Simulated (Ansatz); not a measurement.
## Electronic structure of AlBrH₆N₂O in real space

```xyz
11

Al   -0.2284    0.6093    0.0689
N    -0.1137    0.0611    2.0283
H    -0.8568   -0.6007    2.2918
H     0.8036   -0.3850    2.1796
O     1.3902    0.0354   -0.2602
H     1.7937    0.2231   -1.1221
N    -1.6720   -0.2275   -0.6199
H    -2.4877    0.2972   -0.9463
H    -1.5932   -1.0894   -1.1665
Br   -0.5605    2.9025    0.3660
H    -0.1796    0.8890    2.6381
```

Computed with Ansatz 0.2.0, RKS PBE/def2-SVP.

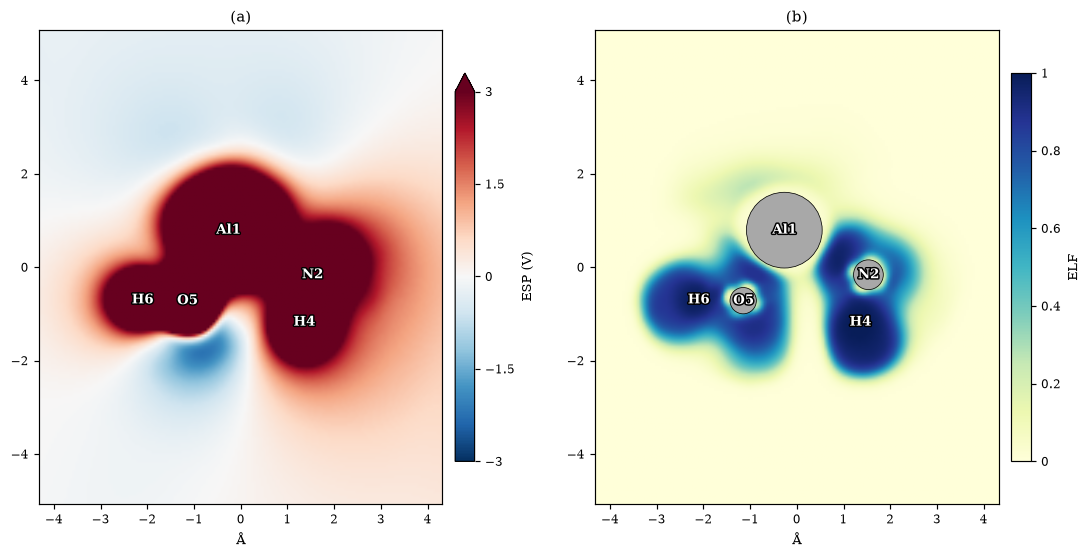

Figure 1. (a) electrostatic potential; (b) ELF on the plane of atoms Al1, N2 and H4. Grey discs cover the atomic cores in the ELF map.

### Describe what can be read from this map.

- The plane passes through Al, N, H and O nuclei.
- Al–O (1.75 Å): the ELF peaks at about 0.90 in the valence shell of O, 0.7 Å from its nucleus, and is about 0.40 at the midpoint.
- O–H (0.97 Å): the ELF climbs to about 1 towards the hydrogen, as it does in any bond to H; an ordinary covalent bond to hydrogen.
- Al–N (2.04 Å): the ELF peaks at about 0.95 in the valence shell of N, 0.7 Å from its nucleus, and is about 0.75 at the midpoint.
- N–H (1.03 Å): the ELF climbs to about 1 towards the hydrogen (a covalent bond by its length).
- The ELF also peaks beside O5, away from the bonds: lone-pair regions.
- Outside the dense part of the molecule the potential is most negative (−2.2 V) near O5.

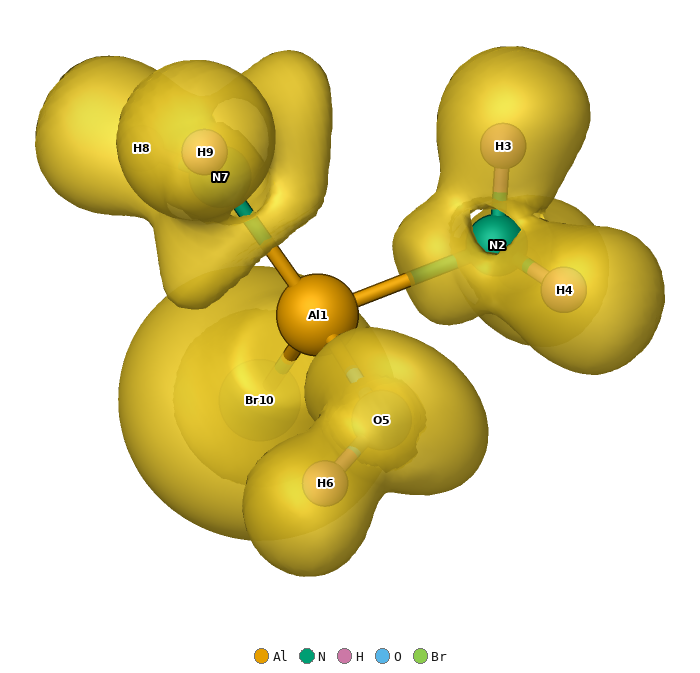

Figure 2. Isosurface of the electron localisation function at 0.75 (yellow), seen at a tilt. Only the valence region is drawn (cores and ρ < 0.01 e/Å³ removed).

### What do the ELF domains correspond to?

The surface consists of one region on Br in which the atom's valence shell and bonds are merged, two joined regions spread over several atoms (H, N), in which their bonds and any lone pairs are merged and one joined region spread over several atoms (H, O), in which their bonds and any lone pairs are merged. Profiles from the grid: Al–N (1.81 Å): the ELF peaks at about 0.90 in the valence shell of N, 0.7 Å from its nucleus, and is about 0.60 at the midpoint.

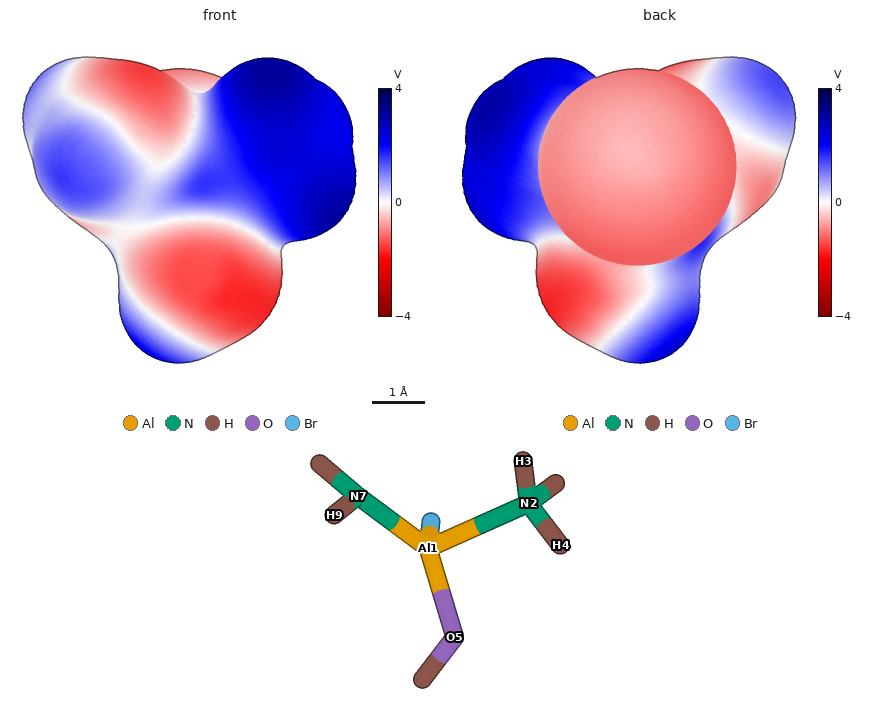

Figure 3. The electrostatic potential painted on the density surface at 0.004 e/bohr³, seen from the front and from behind; the colour scale runs from red (negative) to blue (positive). The bare structure is drawn below in the same view.

### Where is the surface potential most negative and most positive?

The most negative region (about −1.7 V) lies over O5, the most positive (about +3.0 V) over H3, H4 and H11. O5 is the likeliest acceptor of a hydrogen bond.

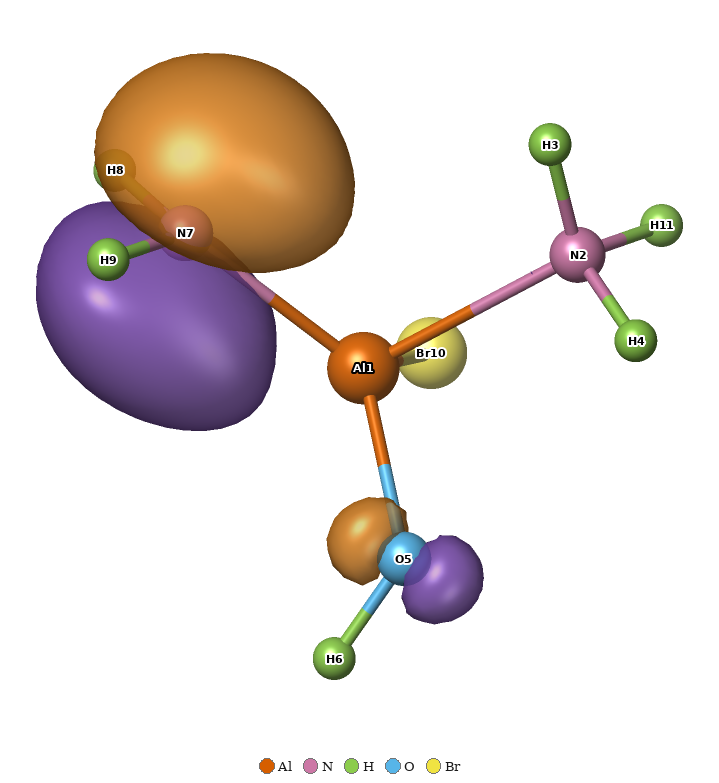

Figure 4. The HOMO at ±0.15 Å⁻³ᐟ² (orange and purple are the two phases), seen at a tilt.

### Describe this orbital and give its energy.

By Hirshfeld shares it lies mainly on N7 (about 70 %); largely a lone pair of N7. Its energy is −4.97 eV.
